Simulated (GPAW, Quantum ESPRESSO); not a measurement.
A computed O K-edge spectrum of one site in a crystal of Hf and O, with its zero at a photon energy of about 531.0 eV (raw 539.9 eV, less 8.9 eV of added terms; uncertain by a few eV). Method: Quantum ESPRESSO XSpectra, PBE, full core hole (charged cell) in a small cell, dipole transitions, broadening that rises with energy, without spin-orbit coupling.

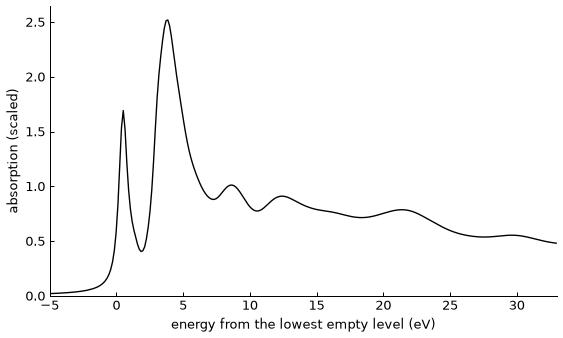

Energy from the lowest empty level; intensity scaled to a mean of 1 over the first 20 eV.

Q: Which coordination does this site have?

A K edge sees empty p states; the first features are O p mixed into the empty d states of the Hf neighbours, and the broad ones above probably into the cations' higher empty bands. It is atom 2 of HfO2 (Fm-3m), with 4 Hf at 2.21 Å (tetrahedral, site symmetry -43m). Its main maxima below 24 eV lie at 0.5 eV (1.69), 3.9 eV (2.52), 8.7 eV (1.01), 12.4 eV (0.91) and 21.3 eV (0.79). A near-edge spectrum doesn't fix the structure by itself; it is matched against candidates. The holes are only 6.3 Å apart, so the shape is probably not converged with cell size; no larger cell was run here. The structure is a published determination, not relaxed.

[Hosts, paths, dates, database ids (printed as entryN), source tags and the programs' standing remarks are cut or masked in the printed files.]

[Lists of maxima count a maximum above −3 eV only where it reaches 4 % of the highest in the window and stands out from its surroundings by 2 % of it (1.5 % where it reaches 55 %); shoulders and weaker maxima are passed over, and of the rest the first, up to two pre-edge ones and the few strongest are named.]
